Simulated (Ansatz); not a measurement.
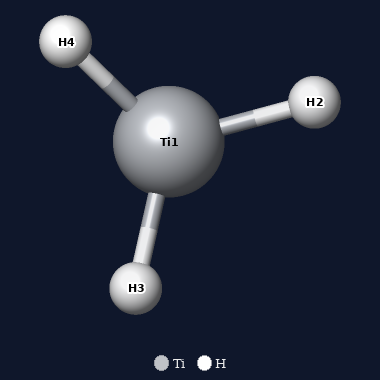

The system is TiH3, spin multiplicity 2; the picture shows the reference structure. First axis: umbrella angle at Ti1 (between each of its bonds and their common axis; 90 is planar). Second axis: change of the bonds Ti1–H2, Ti1–H3, Ti1–H4, all alike. Nothing is relaxed (all other coordinates rigid). Grid: 13 × 13 points; 91 points were computed and 78 follow by symmetry. Points are written as (first, second). Energies: kcal/mol, counted from the relaxed molecule at the same level. All numbers below come from UKS PBE-D4/def2-TZVP in Ansatz.

Its coordinates:

```xyz
4

Ti   -0.0019    0.0020    0.2604
H     1.6964   -0.0284   -0.0736
H    -0.8230    1.4815   -0.1045
H    -0.8716   -1.4550   -0.0823
```

Range: umbrella angle at Ti1 (between each of its bonds and their common axis; 90 is planar) from 66 to 114°; change of the bonds Ti1–H2, Ti1–H3, Ti1–H4, all alike from −0.190 to 0.294 Å.

Question: What will the energy surface look like?

Answer: The lowest grid point is at (78°, 0.012 Å), 0.05 kcal/mol from the relaxed molecule at the same level; the map holds 2 wells of about this depth. It is the only kind of minimum in the scanned range. The highest grid point, (66°, 0.294 Å), lies 24.7 kcal/mol above the lowest. On the interpolated surface the easiest way out of the lowest well to a well of about the same depth near (102°, 0.012 Å) passes a barrier of about 0.35 kcal/mol, counted from the interpolated bottom of the well. Round the minimum the two coordinates are weakly coupled (coupling −0.10 in units of the two stiffnesses).

```tsv
second ↓, first →	66	70	74	78	82	86	90	94	98	102	106	110	114
0.294	24.8	22.9	21.8	21.2	21.0	21.0	21.0	21.0	21.0	21.2	21.8	22.9	24.8
0.254	20.1	18.3	17.2	16.7	16.5	16.5	16.5	16.5	16.5	16.7	17.2	18.3	20.1
0.213	15.7	13.9	12.8	12.3	12.2	12.2	12.2	12.2	12.2	12.3	12.8	13.9	15.7
0.173	11.8	10.1	9.0	8.5	8.4	8.5	8.5	8.5	8.4	8.5	9.0	10.1	11.8
0.133	8.5	6.7	5.7	5.3	5.2	5.3	5.4	5.3	5.2	5.3	5.7	6.7	8.5
0.092	5.7	4.0	3.1	2.7	2.6	2.7	2.8	2.7	2.6	2.7	3.1	4.0	5.7
0.052	3.7	2.1	1.2	0.9	0.9	1.1	1.1	1.1	0.9	0.9	1.2	2.1	3.7
0.012	2.7	1.2	0.3	0.1	0.1	0.3	0.4	0.3	0.1	0.1	0.3	1.2	2.7
−0.029	2.8	1.3	0.5	0.3	0.4	0.6	0.7	0.6	0.4	0.3	0.5	1.3	2.8
−0.069	4.1	2.6	1.9	1.8	2.0	2.2	2.3	2.2	2.0	1.8	1.9	2.6	4.1
−0.110	6.9	5.5	4.9	4.8	5.0	5.3	5.4	5.3	5.0	4.8	4.9	5.5	6.9
−0.150	11.3	10.0	9.4	9.4	9.7	10.0	10.1	10.0	9.7	9.4	9.4	10.0	11.3
−0.190	17.5	16.3	15.8	15.9	16.2	16.5	16.7	16.5	16.2	15.9	15.8	16.3	17.5
```

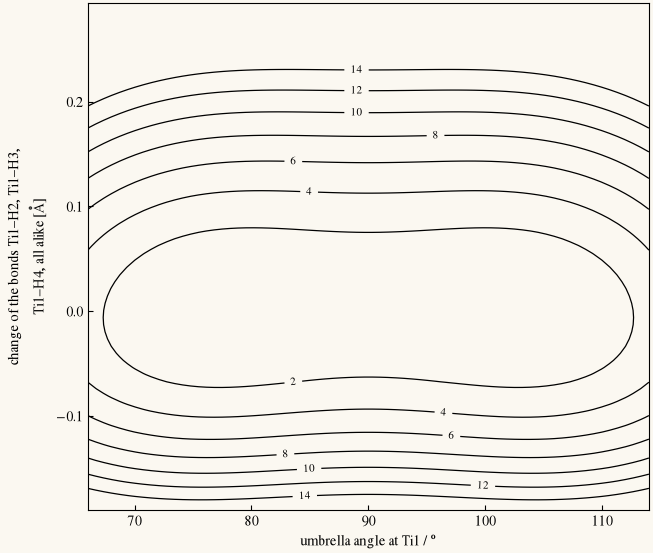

The picture shows contour lines labelled in kcal/mol (none above 14). Between grid points the surface is interpolated.

Each point was launched as `ansatz run input.yaml --threads 1 --pin off --max-ram 2048MiB --backend cpu --events-out ev --progress --plain --runs-dir out`. The whole map (91 points run) took 8.5 min on 1 thread of Intel(R) Xeon(R) Platinum 8488C (Sapphire Rapids) (shared host).
